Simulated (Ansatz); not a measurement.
**Al4As3N: density, localisation and related maps**

The calculation's input:

```
crystal:
  lattice:
    - [3.8043536637, 0.0, 0.0]
    - [-1.9021768318, 3.2946669177, 0.0]
    - [0.0, 0.0, 12.4275303529]
  atoms:
    - { symbol: "N", position: [0.6666666667, 0.3333333333, -0.0023012149] }
    - { symbol: As, position: [0.6666666667, 0.3333333333, 0.4992887549] }
    - { symbol: As, position: [0.3333333333, 0.6666666667, 0.770353471] }
    - { symbol: As, position: [0.3333333333, 0.6666666667, 0.2283953755] }
    - { symbol: Al, position: [0.6666666667, 0.3333333333, 0.8473214555] }
    - { symbol: Al, position: [0.6666666667, 0.3333333333, 0.3017855094] }
    - { symbol: Al, position: [0.3333333333, 0.6666666667, 0.5732071321] }
    - { symbol: Al, position: [0.3333333333, 0.6666666667, 0.0319495165] }
kpoints:
  mp_grid: { grid: [12, 12, 2] }
  band_path:
    path:
      - [0.0, 0.0, 0.0]
      - [0.5, 0.0, 0.0]
      - [0.3333333333, 0.3333333333, 0.0]
      - [0.0, 0.0, 0.5]
      - [0.5, 0.0, 0.5]
      - [0.3333333333, 0.3333333333, 0.5]
      - [0.0, 0.0, 0.1]
    npoints: 1
hamiltonian:
  xc: pbe
scf:
  occupations: { method: fermi_dirac, width: 0.02 }
  n_extra_bands: 12
magnetization:
  noncollinear: true
  spin_orbit: true
output:
  forces: true
  stress: true
  eigenvalues: true
  write_density: true
  write_potential: true
  elf: true
  volumetric_format: npy
```

Launched as:

```sh
ansatz run input.yaml --threads 4 --pin off --max-ram 6451MiB --backend cpu --events-out ev --progress --plain --runs-dir out
```

Below, planes, directions and counts refer to the conventional cell (a = 3.80 Å, b = 3.80 Å, c = 12.43 Å, α = 90.00°, β = 90.00°, γ = 120.00°).

Space group P3m1; started from the ordered alloy on wurtzite lattice prototype, which need not be the ambient phase; computed pressure about 2 GPa in this cell.

Method: DFT, PBE with spin-orbit coupling, plane waves, PAW in Ansatz.

The density is the valence pseudo-density of a PAW calculation; it isn't the true density close to the nuclei.

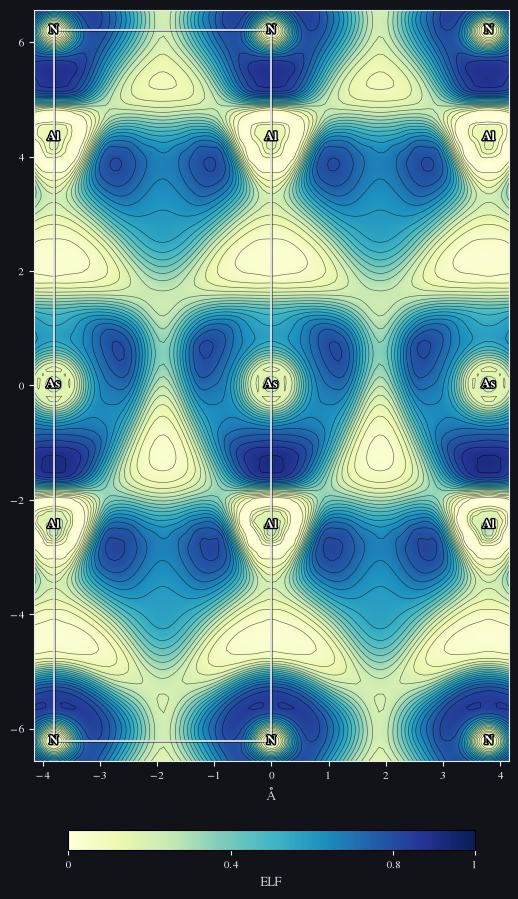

Figure 1. ELF on the (010) plane of the conventional cell.

Q: Read the bonding off the picture.

A:
- Atoms in the plane: N, As and Al.
- Al–N (1.87 Å): the ELF peaks at about 0.90 between the atoms, as expected for a polar covalent bond.
- Al–As (2.45 Å): the ELF peaks at about 0.90 between the atoms: localised, covalent bonding.

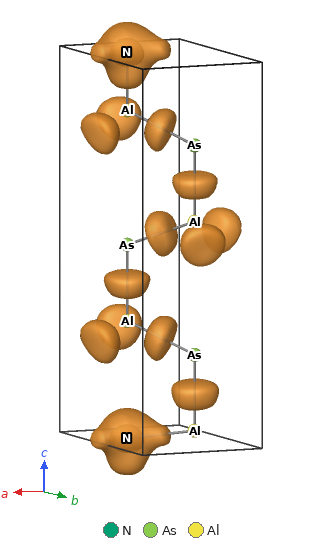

Figure 2. Isosurface of the ELF at 0.75 (orange), seen at an oblique angle. Core shells and regions of very low density are left out. Sticks mark near contacts.

Q: Identify the bonds, lone pairs and shells in this picture.

A: The surface consists of twelve regions between bonded Al–As atoms (shared pairs) and one region on N in which the atom's valence shell and bonds are merged, counted in one cell of 8 atoms. Regions shared between cells count once. Along the contacts the grid gives the following. Al–As (2.38 Å): the ELF peaks at about 0.90 between the atoms (a covalent bond).
